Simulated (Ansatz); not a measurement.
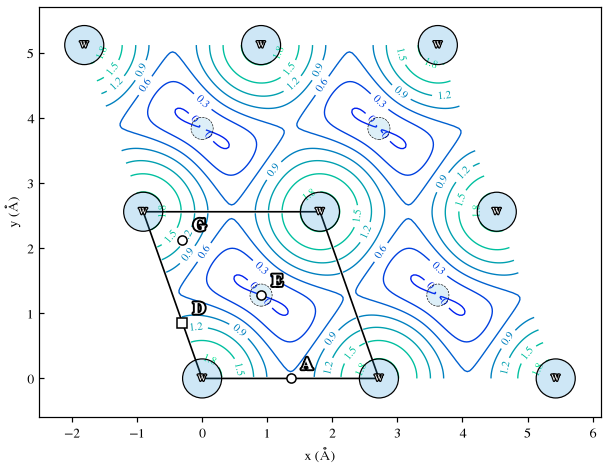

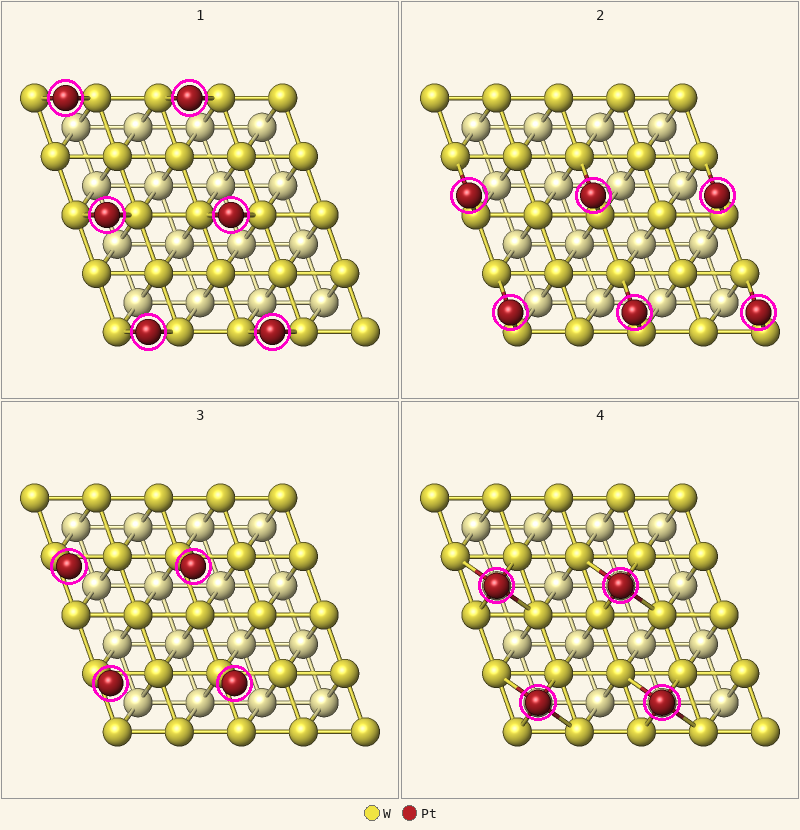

Pt on a W(110) slab cut from the Im-3m phase, its upper half relaxed before the scan (12 atoms of substrate and one adsorbate in a 2 × 2 cell). Pt is moved over the surface cell; relaxed at each place: the height of the adsorbate's atoms; substrate rigid; the origin of the map has the adsorbate above W9. Places are given modulo a cell vector. The map is drawn in real space over the plane of the surface. Grid: 6 × 6 points; 13 points were computed and 23 follow by symmetry. Places are given in fractions of the 1 × 1 surface cell. Energies: eV, counted from the lowest grid point. Method: DFT LDA, scalar-relativistic, plane waves, PAW in Ansatz. Settings: cutoff 420 eV, k-mesh 5×5×1, gaussian smearing 0.1 eV, no spin polarisation.

In the figure: contour lines labelled in eV, labelled circles for the atoms of the top layer and small ones for the second layer, the outline of one cell of the 2 × 2 shown, lettered points. Between grid points the surface is interpolated. The numbered pictures are the structures at these points, in random order. Rings mark the moved atoms.

Which structure belongs to which point?

Answer. A is structure 1: a bridge site between two W atoms, (3/6, 0/6) of the cell vectors, 0.61 eV; D is structure 2: (0/6, 2/6) of the cell vectors [nearest 1 W at 2.30 Å], 1.03 eV; E is structure 4: a bridge site between two W atoms, over a second-layer W atom, (3/6, 3/6) of the cell vectors, 0.00 eV; G is structure 3: (1/6, 5/6) of the cell vectors [nearest 1 W at 2.28 Å], 1.26 eV.

PAW datasets: the set soft_1.
